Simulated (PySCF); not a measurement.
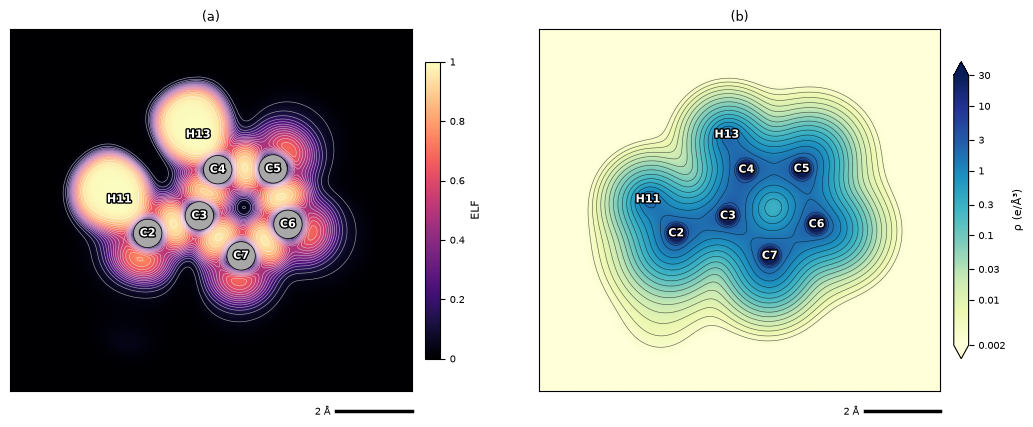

*C6H12Si (SMILES [SiH3]CC1=CCCC1). (a) electron localisation function; (b) electron density on the plane of atoms C5, C6 and C7. Grey discs cover the atomic cores in the ELF map.*

Geometry: GFN2-xTB, MD frame at 250 fs, 200 K.

Theory: PBE0/pcSseg-1, SCF density, gas phase, non-relativistic (PySCF).

```xyz
19

Si    2.6160    0.4238    0.6748
C     1.5163   -0.5031   -0.6060
C     0.1155   -0.1761   -0.4245
C    -0.7304    0.4516   -1.2236
C    -2.0571    0.6195   -0.6124
C    -1.9601   -0.1363    0.7074
C    -0.5684   -0.6737    0.8597
H     3.0570   -0.4545    1.7421
H     3.8564    0.8844    0.0434
H     1.9253    1.6314    1.1694
H     1.9195   -0.0755   -1.6208
H     1.6833   -1.6217   -0.5992
H    -0.5510    0.9002   -2.1698
H    -2.3091    1.6667   -0.3371
H    -2.7961    0.1855   -1.2434
H    -2.2111    0.5568    1.5915
H    -2.6828   -0.9127    0.7463
H    -0.5889   -1.7436    0.9942
H    -0.0983   -0.3038    1.7584
```

Question: Interpret the plot.

Answer: The section cuts through C and H sites.
C–C (1.32 Å): ρ at the midpoint is about 2.3 e/Å³; the ELF peaks at about 0.90 between the atoms: a short, multiple covalent bond.
C–H (1.06 Å): ρ is about 2.1 e/Å³ halfway; the ELF climbs to about 1 towards the hydrogen, as it does in any bond to H: a covalent bond by its length.
C–C (1.45 Å): ρ at the midpoint is about 1.9 e/Å³; the ELF peaks at about 0.95 between the atoms, as expected for a covalent bond.
C–C (1.50 Å): ρ is about 1.7 e/Å³ halfway; the ELF peaks at about 0.95 between the atoms: a covalent bond.
